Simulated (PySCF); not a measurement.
# [YI2]+: a change of charge

How does [YI2]+ respond at fixed geometry? The runs cover a change of charge. The species was built from a template and needn't be a known compound.

Program: PySCF 2.14.0. Level of theory: PBE0, Y def2-SVP with ECP28, I def2-SVP with ECP28; scalar-relativistic core potentials, no spin–orbit coupling. These are calculated values, not measurements.

1 further run of the same task is left out (for a known fault of the program).

## (1) The system as given

3 atoms, charge 1, spin multiplicity 1.

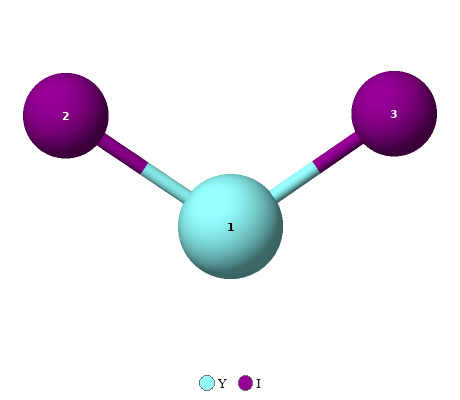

The structure; yttrium teal, iodine purple; atoms are numbered from 1 in the order of the file.

Coordinates:

```xyz
3
I2Y
Y     0.0000    0.0000   -1.1012
I     2.2306    0.0000    0.4192
I    -2.2306    0.0000    0.4192
```

Formal oxidation states: Y +3. An earlier session relaxed this geometry at PBE0, Y def2-SVP with ECP28, I def2-SVP with ECP28 (singlet, point group C2v).

Its energy there is -633.616351 Eh.

## (2) One electron removed, multiplicity 2

Input file run.py (the lines that set the calculation):

```python
mol = gto.M(atom='''
Y      0.00000     0.00000    -1.10124
I      2.23057     0.00000     0.41920
I     -2.23057     0.00000     0.41920''',
    basis={'Y': 'def2-SVP', 'I': 'def2-SVP'},
    ecp={'Y': 'def2-SVP', 'I': 'def2-SVP'},
    charge=2, spin=1)
mf = dft.UKS(mol, xc='PBE0')
mf.grids.atom_grid = (50, 194)
mf = mf.density_fit()  # fitting sets: Y def2-universal-JKFIT, I def2-universal-JKFIT
mf.conv_tol = 1e-08; mf.max_cycle = 55
mf.kernel(dm0)  # dm0: the density of the relaxed state
```

Started as:

```bash
$ OMP_NUM_THREADS=2 python run.py
```

The program printed:

```text
init E= -633.621484443133
  HOMO = -0.444183118632  LUMO = -0.436685794748  gap/eV = 0.20401
cycle= 1 E= -633.09001012908  delta_E= 0.531  |g|= 0.139  |ddm|= 0.773
  HOMO = -0.6677320728  LUMO = -0.613028103798  gap/eV = 1.48857
cycle= 2 E= -633.097214653047  delta_E= -0.0072  |g|= 0.127  |ddm|= 0.509
  HOMO = -0.644187948298  LUMO = -0.585147763044  gap/eV = 1.60657
cycle= 3 E= -633.105417458944  delta_E= -0.0082  |g|= 0.0454  |ddm|= 0.254
  HOMO = -0.638817814138  LUMO = -0.581006969838  gap/eV = 1.57311
cycle= 4 E= -633.106962639875  delta_E= -0.00155  |g|= 0.0158  |ddm|= 0.0954
  HOMO = -0.637600745465  LUMO = -0.578418155282  gap/eV = 1.61044
cycle= 5 E= -633.107218935622  delta_E= -0.000256  |g|= 0.00313  |ddm|= 0.0306
  HOMO = -0.637425867602  LUMO = -0.577970941775  gap/eV = 1.61785
cycle= 6 E= -633.107235254384  delta_E= -1.63e-05  |g|= 0.00147  |ddm|= 0.00878
  HOMO = -0.637469026139  LUMO = -0.577796978613  gap/eV = 1.62376
cycle= 7 E= -633.107239676702  delta_E= -4.42e-06  |g|= 0.000309  |ddm|= 0.00537
  HOMO = -0.637472395983  LUMO = -0.577741870294  gap/eV = 1.62535
cycle= 8 E= -633.107240034388  delta_E= -3.58e-07  |g|= 0.000106  |ddm|= 0.00187
  HOMO = -0.637474232553  LUMO = -0.5777346415  gap/eV = 1.62560
cycle= 9 E= -633.107240061478  delta_E= -2.71e-08  |g|= 3.11e-05  |ddm|= 0.000461
  HOMO = -0.637472509678  LUMO = -0.577735214628  gap/eV = 1.62553
cycle= 10 E= -633.107240066481  delta_E= -5e-09  |g|= 9.51e-06  |ddm|= 0.00024
  HOMO = -0.637472493641  LUMO = -0.577735179956  gap/eV = 1.62554
Extra cycle  E= -633.107240066821  delta_E= -3.4e-10  |g|= 1.06e-05  |ddm|= 5.85e-05
converged SCF energy = -633.107240066821  <S^2> = 0.7689554  2S+1 = 2.0188664
```

Wall time 1.5 s (2 threads of Intel Xeon Platinum 8259CL at 2.50GHz (Skylake/Cascade Lake), shared host).

Read off: E = -633.107240 Eh (+13.854 eV from the relaxed state), HOMO -17.35 eV, LUMO -15.72 eV (over both spins), ⟨S²⟩ = 0.769, Mulliken charge on Y1 +1.23 e. 

## (3) One electron added, multiplicity 2

Changes to run.py (the lines that set the calculation) since step 2:

```diff
@@ -6,3 +6,3 @@
     ecp={'Y': 'def2-SVP', 'I': 'def2-SVP'},
-    charge=2, spin=1)
+    charge=0, spin=1)
 mf = dft.UKS(mol, xc='PBE0')
```

Started as:

```bash
$ OMP_NUM_THREADS=2 python run.py
```

The program printed:

```text
init E= -633.621153330651
  HOMO = -0.284063538395  LUMO = -0.281579464693  gap/eV = 0.06760
cycle= 1 E= -633.809668253436  delta_E= -0.189  |g|= 0.203  |ddm|=  1.2
  HOMO = -0.11042145748  LUMO = -0.039093311365  gap/eV = 1.94094
cycle= 2 E= -633.772421860062  delta_E= 0.0372  |g|= 0.297  |ddm|= 1.07
  HOMO = -0.169986582775  LUMO = -0.0836831633351  gap/eV = 2.34844
cycle= 3 E= -633.849544036974  delta_E= -0.0771  |g|= 0.0243  |ddm|= 0.622
  HOMO = -0.177948589338  LUMO = -0.0889658675177  gap/eV = 2.42134
cycle= 4 E= -633.849882945616  delta_E= -0.000339  |g|= 0.00732  |ddm|= 0.0744
  HOMO = -0.179213785112  LUMO = -0.0887242485964  gap/eV = 2.46235
cycle= 5 E= -633.849933562722  delta_E= -5.06e-05  |g|= 0.00161  |ddm|= 0.0268
  HOMO = -0.179434512762  LUMO = -0.0885955963914  gap/eV = 2.47185
cycle= 6 E= -633.849947176661  delta_E= -1.36e-05  |g|= 0.00128  |ddm|= 0.0144
  HOMO = -0.179565583441  LUMO = -0.0884614923063  gap/eV = 2.47907
cycle= 7 E= -633.849955774249  delta_E= -8.6e-06  |g|= 0.000707  |ddm|= 0.0117
  HOMO = -0.179724196275  LUMO = -0.0884478583264  gap/eV = 2.48376
cycle= 8 E= -633.849961781737  delta_E= -6.01e-06  |g|= 0.000391  |ddm|= 0.0135
  HOMO = -0.179826713508  LUMO = -0.088476965542  gap/eV = 2.48575
cycle= 9 E= -633.849963430634  delta_E= -1.65e-06  |g|= 0.00011  |ddm|= 0.00891
  HOMO = -0.179838837568  LUMO = -0.0884925454643  gap/eV = 2.48566
cycle= 10 E= -633.849963542584  delta_E= -1.12e-07  |g|= 3.65e-05  |ddm|= 0.00242
  HOMO = -0.179844001962  LUMO = -0.0884936068517  gap/eV = 2.48577
cycle= 11 E= -633.84996354653  delta_E= -3.95e-09  |g|= 9.37e-06  |ddm|= 0.000502
  HOMO = -0.179847323364  LUMO = -0.0884958239284  gap/eV = 2.48580
Extra cycle  E= -633.849963546584  delta_E= -5.4e-11  |g|= 1.2e-05  |ddm|= 6.08e-05
converged SCF energy = -633.849963546584  <S^2> = 0.75156202  2S+1 = 2.0015614
```

It took 1.7 s on 2 threads of Intel Xeon Platinum 8259CL at 2.50GHz (Skylake/Cascade Lake), shared host.

Result: E = -633.849964 Eh (-6.357 eV from the relaxed state), HOMO -4.89 eV, LUMO -2.41 eV (over both spins), ⟨S²⟩ = 0.752, Mulliken charge on Y1 +0.46 e. 

## (4) The states side by side

| state | energy from the relaxed state (eV) | ⟨S²⟩ | time |
| --- | --- | --- | --- |
| charge +1, singlet, vacuum (relaxed) | 0 | 0.00 |  |
| charge 0, doublet, vacuum | -6.36 | 0.75 | 1.7 s |
| charge +2, doublet, vacuum | 13.85 | 0.77 | 1.5 s |

An electron taken off or put on is at rest in vacuum. 

Removing an electron vertically costs 13.85 eV (doublet), against −HOMO = 11.98 eV. Adding an electron vertically releases 6.36 eV (doublet). The bases are small and lack diffuse functions. Spin–orbit coupling is left out.
